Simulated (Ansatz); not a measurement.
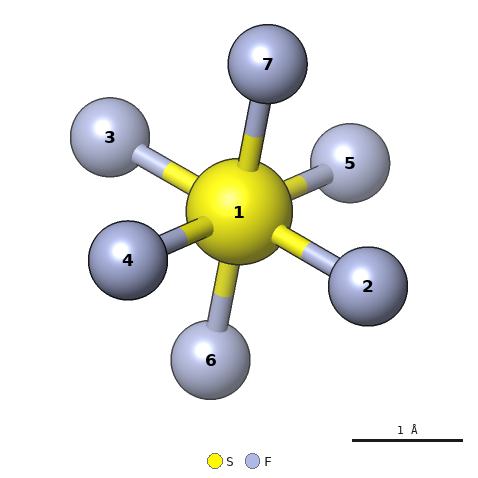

Figure made from data computed with Ansatz.

Orthographic view. Atoms fade into the background with distance from the viewer. Geometry: a fixed input geometry, not necessarily a minimum.

Write a MOL file (V2000) with the atoms in numerical order, bonds sorted by atom number with the orders drawn, and coordinates in the frame of the picture: x right, y up, z towards the viewer, origin at the mean position.

```
SF6
                    3D

  7  6  0  0  0  0  0  0  0  0999 V2000
    0.0000    0.0000    0.0000 S   0  0  0  0  0  6  0  0  0  0  0  0
    1.1800   -0.6800    0.8000 F   0  0  0  0  0  0  0  0  0  0  0  0
   -1.1800    0.6800   -0.8000 F   0  0  0  0  0  0  0  0  0  0  0  0
   -1.0200   -0.4400    1.1200 F   0  0  0  0  0  0  0  0  0  0  0  0
    1.0200    0.4500   -1.1200 F   0  0  0  0  0  0  0  0  0  0  0  0
   -0.2600   -1.3600   -0.7700 F   0  0  0  0  0  0  0  0  0  0  0  0
    0.2600    1.3500    0.7700 F   0  0  0  0  0  0  0  0  0  0  0  0
  1  2  1  0
  1  3  1  0
  1  4  1  0
  1  5  1  0
  1  6  1  0
  1  7  1  0
M  END
```
